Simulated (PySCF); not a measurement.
```
atom    x (Å)    y (Å)    z (Å)
   C   2.2103  -0.4334   0.5934
   C   0.9491  -1.0956   0.0592
  Si  -0.5240   0.1144  -0.0756
   C  -2.0950  -0.7974  -0.6465
   N  -0.8861   0.5325   1.5765
  Si  -0.0213   1.7368  -1.6142
   H   3.0400  -1.1386   0.6303
   H   2.5038   0.4026  -0.0391
   H   2.0468  -0.0550   1.6002
   H   0.6852  -1.9300   0.7095
   H   1.1646  -1.5210  -0.9218
   H  -1.9524  -1.2665  -1.6140
   H  -2.3859  -1.5691   0.0583
   H  -2.9260  -0.1054  -0.7389
   H  -1.7658   0.9747   1.7919
   H  -0.1608   0.9176   2.1605
   H  -1.0638   2.6615  -2.0744
   H   1.1727   2.5782  -1.4671
```

Geometry: GFN2-xTB.

Computed with PySCF, UKS B3LYP, pcH-1 on C H N Si, non-relativistic, mean-field spin-orbit, GIAO.

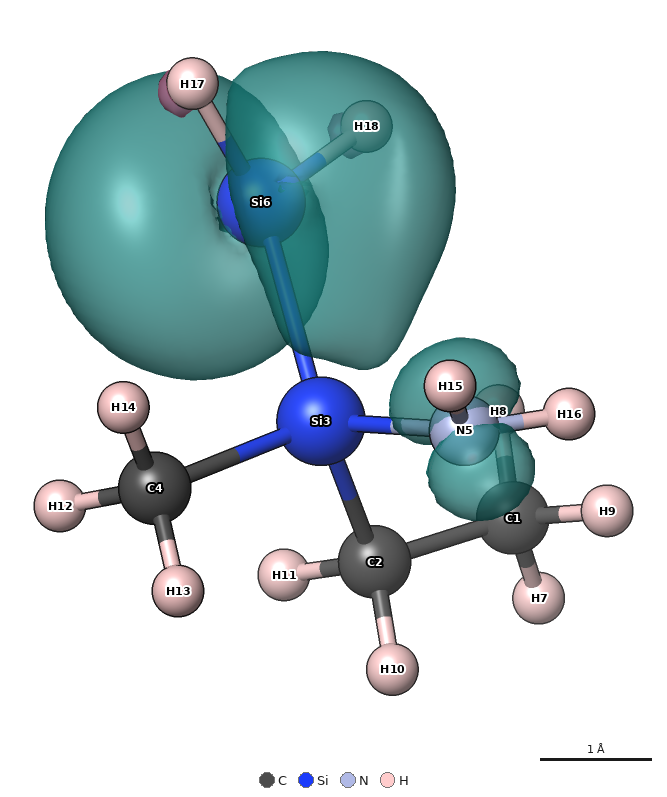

C3H12NSi2 (doublet). Isosurfaces of the spin density at +0.015 (teal) and −0.015 e/Å³ (pink), seen at an oblique angle.

Where is the unpaired spin?

The unpaired spin (1 electron) lies mostly on Si6 (about 0.8) and Si3 (about 0.1), in electrons by Hirshfeld's partition.
